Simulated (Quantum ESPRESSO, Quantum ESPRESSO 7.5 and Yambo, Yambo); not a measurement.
# How the form of the self-energy moves the gap of NaF (Villiaumite)

Aim: compare treatments of exchange, screening and correlation for the gap of NaF (Villiaumite).

Calculated with Quantum ESPRESSO 7.5 and Yambo 5.3.0; PBE and many-body steps on it, plane waves.

The database entry behind the starting cell differs from later determinations by our own check (0.1 to 0.3 % short, probably kX units), so it need not match the best structure at ambient conditions.

### Step 1. Starting point

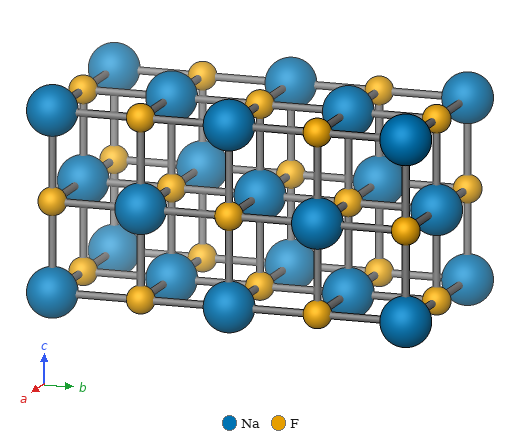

The cell as given, slightly off an axis (sodium blue, fluorine orange). 1×2×1 cells are drawn. This picture shows the conventional cell, with its axes. Some periodic images of atoms are drawn too.

Structure file:

```cif
data_structure
_symmetry_space_group_name_H-M 'P 1'
_symmetry_Int_Tables_number 1
_cell_length_a 3.2668
_cell_length_b 3.2668
_cell_length_c 3.2668
_cell_angle_alpha 60.000
_cell_angle_beta 60.000
_cell_angle_gamma 60.000
_cell_volume 24.65
loop_
_atom_site_label
_atom_site_type_symbol
_atom_site_fract_x
_atom_site_fract_y
_atom_site_fract_z
_atom_site_occupancy
Na1 Na 0.00000 0.00000 0.00000 1
F2 F 0.50000 0.50000 0.50000 1
```

The cell and positions come from the Crystallography Open Database and are kept as given unless a step says otherwise.

### Step 2. Empty states on the mesh, 6×6×6 mesh, 298 bands

This step: Quantum ESPRESSO 7.5; DFT, PBE, plane waves, norm-conserving pseudopotentials.

The sums over transitions need many empty states on a uniform mesh; this step solves for them.

pw.in

```
&control
  calculation = 'nscf'
  prefix = 'x'
  outdir = 'o'
  pseudo_dir = 'pseudo'
/
&system
  ibrav = 0
  nat = 2
  ntyp = 2
  ecutwfc = 76.0
  nbnd = 298
  force_symmorphic = .true.
/
&electrons
  conv_thr = 1e-9
  electron_maxstep = 80
  diago_full_acc = .true.
  diago_thr_init = 5e-6
/
ATOMIC_SPECIES
  Na 22.99 Na.upf
  F 18.998 F.upf
CELL_PARAMETERS angstrom
  -0.0000000000 2.3100000000 2.3100000000
  2.3100000000 0.0000000000 2.3100000000
  2.3100000000 2.3100000000 0.0000000000
ATOMIC_POSITIONS crystal
  Na 0.0000000000 0.0000000000 0.0000000000
  F 0.5000000000 0.5000000000 0.5000000000
K_POINTS automatic
  6 6 6 0 0 0
```

On the command line:

```console
$ OMP_NUM_THREADS=1 mpirun -n 4 pw.x -nk 4 -in pw.in > pw.out
```

Output:

```text
Program PWSCF v.7.5 starts

     This program is part of the open-source Quantum ESPRESSO suite
     for quantum simulation of materials; please cite
         "P. Giannozzi et al., J. Phys.:Condens. Matter 21 395502 (2009);
         "P. Giannozzi et al., J. Phys.:Condens. Matter 29 465901 (2017);
         "P. Giannozzi et al., J. Chem. Phys. 152 154105 (2020);
     in publications or presentations arising from this work. More details at

     Atomic positions and unit cell read from directory:
     o/x.save/

     Message from routine setup:
[...]
k = 0.2357 0.2357-0.2357 (  1865 PWs)   bands (ev):

[...]
109.7957 110.9265 110.9265 112.2880 112.2880 112.8182 116.2630 121.1201
     [... 26 further rows ...]
   288.8826 290.1107 290.6334 290.6334 291.0184 293.5097 295.1974 295.1974
   295.7838 296.0335

          k =-0.3536-0.3536 0.3536 (  1850 PWs)   bands (ev):

     [... further k-points ...]

     highest occupied, lowest unoccupied level (ev):     0.9991    7.3887

     XML data file, pseudopotentials, collected wavefunctions

=------------------------------------------------------------------------------=
   JOB DONE.
=------------------------------------------------------------------------------=
```

Run time: 27 s. Hardware: 4 MPI ranks of Arm Neoverse V2, shared host; peak memory 0.41 GiB.

This step gave:

```yaml
gap: 6.390 eV
k_of_the_valence_top: 0, 0, 0
k_of_the_conduction_bottom: 0, 0, 0
least_direct_gap: 6.390 eV
k_points_computed: 16
lowest_point_of_the_top_converged_band_above_the_valence_top: 290.7043 eV
```

On this mesh the gap is 6.390 eV.

The density comes from a self-consistent run that is not shown.

### Step 3. Conversion and set-up

This step: Yambo 5.3.0; conversion and set-up on PBE, plane waves, norm-conserving pseudopotentials.

The states are converted to the many-body program's format and the q mesh is built.

On the command line:

```console
$ (cd o/x.save; p2y > p2y.log; mv SAVE ../..); yambo > setup.log
```

Output:

```text
 Yambo, version 5.3.0

 [02] CORE Variables Setup
 =========================

  [02.01] Unit cells
  ==================

  Cell kind             :  FCC
  Atoms in the cell     :  Na  F
  number of Na atoms    :  1
  number of F  atoms    :  1

  List of atomic masses
  Mass of Na    :  22.99000
  Mass of F     :  18.99800

  List of atomic coordinates    : [cc]
  Na1       :  0.000000  0.000000  0.000000  order 1
  F1       :  4.365267  4.365267  4.365267  order 2

  Alat factors          :  4.365267  4.365267  4.365267 [a.u.]
  Direct lattice volume :  166.3652 [a.u.]
[...]
Q [ 1]         [rlu]:  0.000000  0.000000  0.000000
 Q [ 2]         [rlu]:  0.23370E-16 -0.43854E-17  0.16667
 Q [ 3]         [rlu]:  0.46740E-16 -0.87708E-17  0.33333
[...]
Q [ 8]         [rlu]: -0.16938E-16  0.16667     -0.33333
 Q [ 9]         [rlu]:  0.47337E-16  0.16667     -0.16667
 Q [10]         [rlu]:  0.51449E-16  0.33333      0.33333
     [... 4 further rows ...]
 Q [15]         [rlu]:  0.166667  0.333333 -0.333333
 Q [16]         [rlu]:  0.166667 -0.500000 -0.333333

  [03.01] X indexes
  =================

   [03.01.01] Sigma indexes
   ========================

 [06] Game Over & Game summary
```

Elapsed: 1.9 s, on 1 MPI rank; peak memory 0.24 GiB.

### Step 4. G0W0, Godby-Needs plasmon pole

Now the one-shot GW correction: screening in the RPA, then the self-energy of the levels asked for.

This step: G0W0 on PBE, plane waves, norm-conserving pseudopotentials.

gw2.in

```
HF_and_locXC
gw0
dyson
ppa
em1d
rim_cut
RandQpts= 1000000
RandGvec= 1 RL
EXXRLvcs= 76 Ry
VXCRLvcs= 304 Ry
Chimod= "HARTREE"
% BndsRnXp
 1 | 126 |
%
NGsBlkXp= 17 Ry
% LongDrXp
 1 | 1 | 1 |
%
% GbndRnge
 1 | 126 |
%
DysSolver= "n"
ExtendOut
PPAPntXp= 27.21138 eV
% QPkrange
 1 | 1 | 7 | 10 |
%
```

On the command line:

```console
$ OMP_NUM_THREADS=1 mpirun -n 4 yambo -F gw2.in -J gw2 -C gw2 > gw2.log
```

Output:

```text
 Yambo, version 5.3.0

 [02] CORE Variables Setup
 =========================

  [... cell, symmetries and grids as in the set-up ...]

  [02.05] Energies & Occupations
  ==============================

  [X] === General ===
  [X] Electronic Temperature                        :  0.000000  0.000000 [eV K]
  [X] Bosonic    Temperature                        :  0.000000  0.000000 [eV K]
  [X] Finite Temperature mode                       : no
  [X] El. density                                   :  0.64901E+24 [cm-3]
  [X] Fermi Level                                   :  0.999133 [eV]

  [X] === Gaps and Widths ===
  [X] Conduction Band Min                           :  6.389538 [eV]
  [X] Valence Band Max                              :  0.000000 [eV]
  [X] Filled Bands                                  :   8
  [X] Empty Bands                                   :    9  298
  [X] Direct Gap                                    :  6.389538 [eV]
  [X] Direct Gap localized at k                     :  1
  [X] Indirect Gap                                  :  6.389538 [eV]
  [X] Indirect Gap between kpts                     :  1  1
  [X] Last valence band width                       :  0.531617 [eV]
  [X] 1st conduction band width                     :  6.892425 [eV]

 [03] Transferred momenta grid and indexing
 ==========================================

 IBZ Q-points                                      :  16
 BZ  Q-points                                      :  216

 K/Q-points units:
 rlu = crystal or reduced units; cc = cartesian coordinates; iku = interal k-units

 Q [ 1]         [rlu]:  0.000000  0.000000  0.000000
 Q [ 2]         [rlu]:  0.23370E-16 -0.43854E-17  0.16667
 Q [ 3]         [rlu]:  0.46740E-16 -0.87708E-17  0.33333
 Q [ 4]         [rlu]: -0.72449E-16  0.10818E-16 -0.50000
 Q [ 5]         [rlu]:  0.25724E-16  0.16667      0.16667
 Q [ 6]         [rlu]:  0.23370E-16  0.16667      0.33333
 Q [ 7]         [rlu]: -0.12566E-16  0.16667      0.50000
 Q [ 8]         [rlu]: -0.16938E-16  0.16667     -0.33333
 Q [ 9]         [rlu]:  0.47337E-16  0.16667     -0.16667
 Q [10]         [rlu]:  0.51449E-16  0.33333      0.33333
     [... 4 further rows ...]
 Q [15]         [rlu]:  0.166667  0.333333 -0.333333
 Q [16]         [rlu]:  0.166667 -0.500000 -0.333333

 [04] Coloumb potential Random Integration (RIM)
 ===============================================

  [04.01] RIM initialization
  ==========================

  * Diagonal components only detected *

  8 x (sBL volume)        :  0.055222 [a.u.]
  sBZ random points       :  1000000
  Points outside the sBZ  :   7996195
  RL volume               :  1.490998 [a.u.]
  Integrated volume       :  1.491708 [a.u.]

  [04.02] RIM integrals
  =====================

  Gamma point sphere radius             :  0.069075 [a.u.]
  Points outside the sphere             :   799659
  [Int_sBZ(q=0) 1/q^2]*(Vol_sBZ)^(-1/3) =:  7.764404
                                 should be <:  7.795600

  Summary of Coulomb integrals for non-metallic bands |Q|[au] RIM/Bare

  Q [1] 0.100000E-4 0.995998 * Q [2] 0.207754 1.065683
  Q [5] 0.239893 1.063731 * Q [9] 0.339260 1.025994
  Q [6] 0.397818 1.019604 * Q [3] 0.415507 1.017314
  Q [10] 0.479786 1.013697 * Q [8] 0.522835 1.010763
  Q [14] 0.536417 1.010819 * Q [7] 0.587616 1.008998
  Q [11] 0.623261 1.008132 * Q [4] 0.623261 1.007575
  Q [12] 0.678520 1.006539 * Q [15] 0.709613 1.006052
  Q [13] 0.719679 1.006039 * Q [16] 0.758609 1.005530

 [WARNING] [Xp] User bands 1-126 break level degeneracy

 [05] Dipoles
 ============

  [05.01] Setup: observables and procedures
  =========================================

 [06] Dynamic Dielectric Matrix (PPA)
 ====================================

 [WR./gw2//ndb.pp]---------------------------------------------------------------
  Brillouin Zone Q/K grids (IBZ/BZ)                :   16  216   16  216
  RL vectors                                       :  2445 [WF]
  Coulomb cutoff potential                         : none
  Electronic Temperature                           :  0.000000 [K]
  Bosonic    Temperature                           :  0.000000 [K]
  PPA    diel. fun.  energies                      : Perdew, Burke & Ernzerhof(X)+Perdew, Burke & Ernzerhof(C)
  wavefunctions                                    : Perdew, Burke & Ernzerhof(X)+Perdew, Burke & Ernzerhof(C)
  Global Gauge                                     : length
  X matrix size                                    :  229
  X band range                                     :    1  126
  X e/h energy range                               : -1.000000 -1.000000 [eV]
  X Time ordering                                  : R
  X Hxc Kernel                                     : HARTREE
  X Drude frequency                                :  0.000000  0.000000
  X poles                                          :  100.0000 [o/o]
  RL vectors in the sum                            :  2445
  [r,Vnl] included                                 : yes
  Field direction                                  :  0.577350E-5  0.577350E-5  0.577350E-5
  BZ energy Double Grid                            : no
  BZ energy DbGd points                            : 0
  BZ Q point size factor                           : -1.000000
  X Optical Averaged directions                    : none

 [07] Local Exchange-Correlation + Non-Local Fock
 ================================================

 [VXC] Plane waves :  14841
 [EXS] Plane waves :  1893

 QP @ state[ 1 ] K range:  1  1
 QP @ state[ 1 ] b range:   7  10

 [xc] Functional : Perdew, Burke & Ernzerhof(X)+Perdew, Burke & Ernzerhof(C)
 [xc] LIBXC used to calculate xc functional
  PP Number of Atomic Species                      :  2
  NLCC RL compoments                               :  14841
  PP Number of Atomic Species                      :  2
  NLCC RL compoments                               :  14841

 [xc] E_xc :  -11.60134 [Ha]
      E_xc :  -23.20269 [Ry]

  Local XC kind (lXC) : Perdew, Burke & Ernzerhof(X)+Perdew, Burke & Ernzerhof(C)
  Non-Local XC kind (nlXC) : Hartree-Fock

  Corrections @ K [1] :  [eV]
 <7|nlXC|7> = -30.18507  0.48748E-17 <7|lXC|7> = -22.50797  0.17706E-16
 <8|nlXC|8> = -30.18500 -0.31988E-17 <8|lXC|8> = -22.50797  0.94410E-16
 <9|nlXC|9> = -5.346381  0.64778E-18 <9|lXC|9> = -9.465273  0.94488E-16
 <10|nlXC|10> = -2.176652  0.21991E-18 <10|lXC|10> = -7.169311 -0.49478E-20

 [08] Dyson equation: Newton solver
 ==================================

  [08.01] G0W0 (W PPA)
  ====================

  [  GW  ] Bands range     :    1  126
  [GW/PPA] G damping       :  0.100000 [eV]

  QP @ state[ 1 ] K range:  1  1
  QP @ state[ 1 ] b range:   7  10

   Sc/G bands                                       :    1  126
   Sc/G damping                                     :  0.100000 ev
   Sc bands terminator                              : no
   Sx RL components                                 :  1893

   QP @ state[ 1 ] K range                          :  1  1
   QP @ state[ 1 ] b range                          :   7  10
   GF energies kind                                 : Perdew, Burke & Ernzerhof(X)+Perdew, Burke & Ernzerhof(C)
   GF WF`s kind                                     : Perdew, Burke & Ernzerhof(X)+Perdew, Burke & Ernzerhof(C)
   Xs energies kind                                 : Perdew, Burke & Ernzerhof(X)+Perdew, Burke & Ernzerhof(C)
   Xs WF`s kind                                     : Perdew, Burke & Ernzerhof(X)+Perdew, Burke & Ernzerhof(C)

 [11] Game Over & Game summary
```

Elapsed: 2.5 min, on 4 MPI ranks; peak memory 1.6 GiB.

This step gave:

```yaml
g0w0_gap_on_the_points_computed: 10.51 eV
starting_gap_on_the_mesh: 6.390 eV
k_of_the_valence_top: 0, 0, 0
k_of_the_conduction_bottom: 0, 0, 0
least_direct_g0w0_gap_on_the_computed_points: 10.51 eV
z_at_the_valence_top: 0.8219
z_at_the_conduction_bottom: 0.9033
```

The gap on the mesh goes from 6.39 eV to 10.51 eV, a correction of +4.12 eV.

### Step 5. One-shot COHSEX

This step: one-shot COHSEX on PBE, plane waves, norm-conserving pseudopotentials.

gw4.in

```
HF_and_locXC
gw0
dyson
cohsex
em1s
rim_cut
RandQpts= 1000000
RandGvec= 1 RL
EXXRLvcs= 76 Ry
VXCRLvcs= 304 Ry
Chimod= "HARTREE"
% BndsRnXs
 1 | 126 |
%
NGsBlkXs= 17 Ry
% LongDrXs
 1 | 1 | 1 |
%
% GbndRnge
 1 | 126 |
%
DysSolver= "n"
ExtendOut
% QPkrange
 1 | 1 | 7 | 10 |
%
```

On the command line:

```console
$ OMP_NUM_THREADS=1 mpirun -n 4 yambo -F gw4.in -J gw4 -C gw4 > gw4.log
```

Output:

```text
 Yambo, version 5.3.0

 [02] CORE Variables Setup
 =========================

  [... cell, symmetries and grids as in the set-up ...]

  [02.05] Energies & Occupations
  ==============================

  [X] === General ===
  [X] Electronic Temperature                        :  0.000000  0.000000 [eV K]
  [X] Bosonic    Temperature                        :  0.000000  0.000000 [eV K]
  [X] Finite Temperature mode                       : no
  [X] El. density                                   :  0.64901E+24 [cm-3]
  [X] Fermi Level                                   :  0.999133 [eV]

  [X] === Gaps and Widths ===
  [X] Conduction Band Min                           :  6.389538 [eV]
  [X] Valence Band Max                              :  0.000000 [eV]
  [X] Filled Bands                                  :   8
  [X] Empty Bands                                   :    9  298
  [X] Direct Gap                                    :  6.389538 [eV]
  [X] Direct Gap localized at k                     :  1
  [X] Indirect Gap                                  :  6.389538 [eV]
  [X] Indirect Gap between kpts                     :  1  1
  [X] Last valence band width                       :  0.531617 [eV]
  [X] 1st conduction band width                     :  6.892425 [eV]

 [03] Transferred momenta grid and indexing
 ==========================================

 IBZ Q-points                                      :  16
 BZ  Q-points                                      :  216

 K/Q-points units:
 rlu = crystal or reduced units; cc = cartesian coordinates; iku = interal k-units

 Q [ 1]         [rlu]:  0.000000  0.000000  0.000000
 Q [ 2]         [rlu]:  0.23370E-16 -0.43854E-17  0.16667
 Q [ 3]         [rlu]:  0.46740E-16 -0.87708E-17  0.33333
[...]
BZ Q point size factor                           : -1.000000
  X Optical Averaged directions                    : none

 [07] Local Exchange-Correlation + Non-Local Fock
 ================================================

 [VXC] Plane waves :  14841
 [EXS] Plane waves :  1893

 QP @ state[ 1 ] K range:  1  1
 QP @ state[ 1 ] b range:   7  10

 [xc] Functional : Perdew, Burke & Ernzerhof(X)+Perdew, Burke & Ernzerhof(C)
 [xc] LIBXC used to calculate xc functional
  PP Number of Atomic Species                      :  2
  NLCC RL compoments                               :  14841
  PP Number of Atomic Species                      :  2
  NLCC RL compoments                               :  14841

 [xc] E_xc :  -11.60134 [Ha]
      E_xc :  -23.20269 [Ry]

  Local XC kind (lXC) : Perdew, Burke & Ernzerhof(X)+Perdew, Burke & Ernzerhof(C)
  Non-Local XC kind (nlXC) : Hartree-Fock

  Corrections @ K [1] :  [eV]
 <7|nlXC|7> = -30.18507  0.48748E-17 <7|lXC|7> = -22.50797  0.17706E-16
 <8|nlXC|8> = -30.18500 -0.31988E-17 <8|lXC|8> = -22.50797  0.94410E-16
 <9|nlXC|9> = -5.346381  0.64778E-18 <9|lXC|9> = -9.465273  0.94488E-16
 <10|nlXC|10> = -2.176652  0.21991E-18 <10|lXC|10> = -7.169311 -0.49478E-20

 [08] Dyson equation: Newton solver
 ==================================

 [Newton] Sc step       :  0.100000 [eV]
 [Newton] Sc steps      :  1

  [08.01] G0W0 (COHSEX)
  =====================

  [  GW  ] Bands range     :   1  10

  QP @ state[ 1 ] K range:  1  1
  QP @ state[ 1 ] b range:   7  10

   Sc Empty Bands                                   : no
   Sc bands terminator                              : no
   Sx RL components                                 :  1893

   QP @ state[ 1 ] K range                          :  1  1
   QP @ state[ 1 ] b range                          :   7  10
   GF WF`s kind                                     : Perdew, Burke & Ernzerhof(X)+Perdew, Burke & Ernzerhof(C)
   Xs energies kind                                 : Perdew, Burke & Ernzerhof(X)+Perdew, Burke & Ernzerhof(C)
   Xs WF`s kind                                     : Perdew, Burke & Ernzerhof(X)+Perdew, Burke & Ernzerhof(C)

 [11] Game Over & Game summary
```

Wall time 1.7 min (4 MPI ranks); peak memory 1.5 GiB.

Numbers from this step:

```yaml
quasiparticle_gap_on_the_points_computed: 13.16 eV
starting_gap_on_the_mesh: 6.390 eV
k_of_the_valence_top: 0, 0, 0
k_of_the_conduction_bottom: 0, 0, 0
least_direct_quasiparticle_gap_on_the_computed_points: 13.16 eV
z_at_the_valence_top: 1
z_at_the_conduction_bottom: 1
```

Against G0W0 in Yambo (6×6×6 mesh, 126 bands, screening to 231.3 eV, Godby-Needs plasmon pole), the gap moves by +2.649 eV.

### Step 6. One-shot Hartree-Fock

This step: one-shot Hartree-Fock on PBE, plane waves, norm-conserving pseudopotentials.

gw5.in

```
HF_and_locXC
rim_cut
RandQpts= 1000000
RandGvec= 1 RL
EXXRLvcs= 76 Ry
VXCRLvcs= 304 Ry
% QPkrange
 1 | 1 | 7 | 10 |
%
```

On the command line:

```console
$ OMP_NUM_THREADS=1 mpirun -n 4 yambo -F gw5.in -J gw5 -C gw5 > gw5.log
```

Output:

```text
 Yambo, version 5.3.0

 [02] CORE Variables Setup
 =========================

  [... cell, symmetries and grids as in the set-up ...]

  [02.05] Energies & Occupations
  ==============================

  [X] === General ===
  [X] Electronic Temperature                        :  0.000000  0.000000 [eV K]
  [X] Bosonic    Temperature                        :  0.000000  0.000000 [eV K]
  [X] Finite Temperature mode                       : no
  [X] El. density                                   :  0.64901E+24 [cm-3]
[...]
NLCC RL compoments                               :  14841
  PP Number of Atomic Species                      :  2
  NLCC RL compoments                               :  14841

 [xc] E_xc :  -11.60134 [Ha]
      E_xc :  -23.20269 [Ry]

  Local XC kind (lXC) : Perdew, Burke & Ernzerhof(X)+Perdew, Burke & Ernzerhof(C)
  Non-Local XC kind (nlXC) : Hartree-Fock

  Corrections @ K [1] :  [eV]
 <7|nlXC|7> = -30.18507  0.48748E-17 <7|lXC|7> = -22.50797  0.17706E-16
 <8|nlXC|8> = -30.18500 -0.31988E-17 <8|lXC|8> = -22.50797  0.94410E-16
 <9|nlXC|9> = -5.346381  0.64778E-18 <9|lXC|9> = -9.465273  0.94488E-16
 <10|nlXC|10> = -2.176652  0.21991E-18 <10|lXC|10> = -7.169311 -0.49478E-20

 [08] Game Over & Game summary
```

Run time: 3.4 s. Hardware: 4 MPI ranks; peak memory 1.3 GiB.

This step gave:

```
quasiparticle gap on the mesh                         : 18.19 eV
starting gap on the mesh                              : 6.390 eV
k of the valence top                                  : 0, 0, 0
k of the conduction bottom                            : 0, 0, 0
least direct quasiparticle gap on the computed points : 18.19 eV
```

Against G0W0 in Yambo (6×6×6 mesh, 126 bands, screening to 231.3 eV, Godby-Needs plasmon pole), the gap moves by +7.671 eV.

### Step 7. Side by side

Times are wall times on 4 MPI ranks of Arm Neoverse V2, shared host, good to a factor of about two.

```tsv
run	mesh	bands	screening cutoff (eV)	DFT gap (eV)	gap on the mesh (eV)	direct (eV)	time
G0W0, Godby-Needs plasmon pole	6×6×6	126	231.3	6.390	10.514	10.514	2.5 min
one-shot COHSEX	6×6×6	126	231.3	6.390	13.163	13.163	1.7 min
one-shot Hartree-Fock	6×6×6	-	-	6.390	18.185	18.185	3.4 s
```

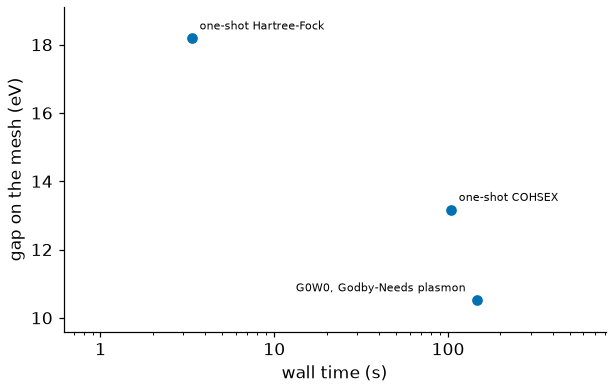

Result against wall time.

### Step 8. Summary of results

```yaml
g0w0_godby_needs_plasmon_pole: 10.514 eV
one_shot_cohsex: 13.163 eV
one_shot_hartree_fock: 18.185 eV
known_limits: not at the basis limit
```

What this shows: One-shot COHSEX: +2.649 eV against G0W0, Godby-Needs plasmon pole. One-shot Hartree-Fock: +7.671 eV against G0W0, Godby-Needs plasmon pole. Bare exchange alone opens the gap to 18.19 eV; against G0W0, correlation takes back 7.67 eV. Static COHSEX lies above G0W0: it lacks the factor Z and overstates the Coulomb hole of the filled states. Bands and cutoff are finite, so the gap is not at the basis limit. The miss can reach some tenths of an eV and take either sign; the mesh is an error of its own.

[Paths, hosts, dates, memory and timing lines, banners, echoed tables and standing remarks are left out of the program output.]

[Logs are printed without paths, hosts, clocks, repeated set-up lines and the standing remarks that a program may print on its own settings, such as how far it seeks lower states.]

[Runs of the session that timed out or met a known fault of the program may be left out.]

[Hosts, paths, dates, database ids (printed as entryN), source tags and the programs' standing remarks are cut or masked in the printed files.]
